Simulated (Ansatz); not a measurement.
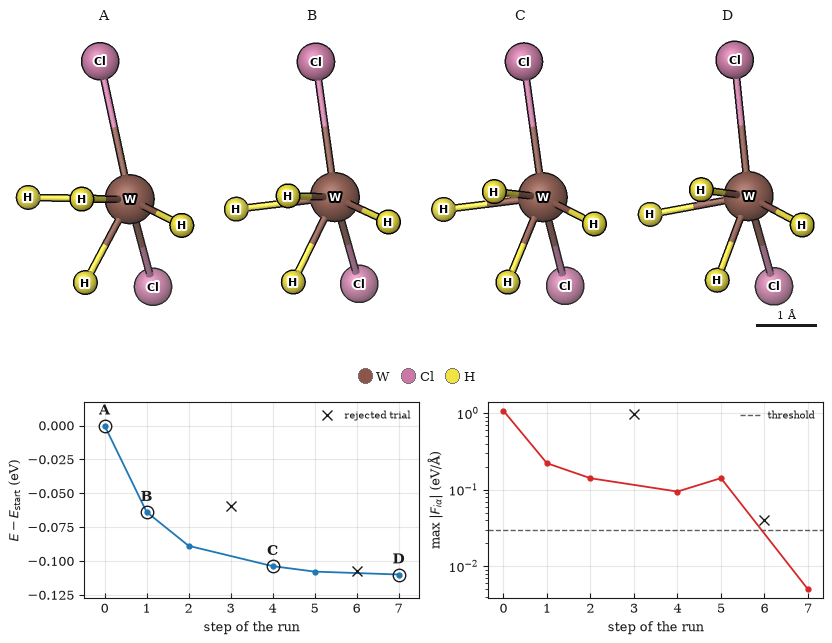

Frames of a relaxation of WH$_{4}$Cl$_{2}$, marked on the history of the run. A ball-and-stick model, seen from a free direction.

The run prepares an end point of a later path (reaction) calculation, from a guessed geometry.

Method: Ansatz 0.2.0, RKS PBE-D4/def2-SVP. (no spin polarisation; force threshold 0.03 eV/Å; at most 50 steps)

Q: Describe the path.

A: An H atom moves most after the best rigid fit: 0.31 Å. By element the largest moves are H 0.31 Å, Cl 0.24 Å, W 0.11 Å. Among the contacts that change: Cl–W 2.357 → 2.292 Å, H–W 1.697 → 1.669 Å, Cl–W 2.285 → 2.292 Å, H–W 1.672 → 1.678 Å. Bond angles that change, for instance: Cl–W–H 77.1° → 94.6°, H–W–H 74.8° → 64.3°, H–W–Cl 103.0° → 94.5°. The energy falls by 0.110 eV in 5 accepted moves (7 points after the start). Largest force component: 1.1 eV/Å at the start, 0.005 eV/Å at the end. The line search rejected the trial steps at points 3, 6 of the run. From step 0 to 1: an H atom moves most (0.19 Å), energy −0.064 eV. From step 1 to 4: an H atom moves most (0.15 Å), energy −0.040 eV. From step 4 to 7: an H atom moves most (0.09 Å), energy −0.006 eV.
